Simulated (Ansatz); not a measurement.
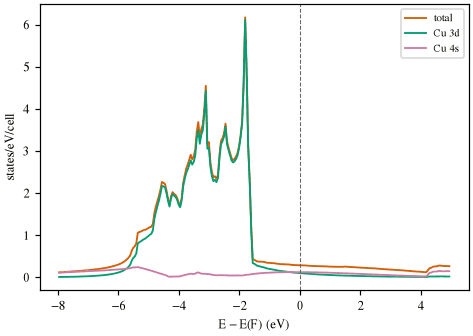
Fig. 1. Total and projected density of states of Cu (fcc (Cu type), Fm-3m), the program Ansatz at the r²SCAN+D4 level (PAW)

Task: Which orbitals carry the states next to the Fermi level?

Result: Within 0.5 eV of the Fermi level: Cu 4s 42 %, Cu 3d 35 %, outside the projected shells 23 %. Projections are on Löwdin-orthogonalised atomic valence shells; empty p or d shells of many metals are not among them.

Task: Where is the tallest occupied peak in this window, and what makes it?

Result: Near -1.8 eV, about 6.2 states/eV per cell; the largest projected share is Cu 3d.

The cell was relaxed with r²SCAN+D4 under the symmetry of its start. The run is not spin-polarised. The pairwise dispersion correction was not fitted to metals.

Potentials: the later of the program's two PAW sets.
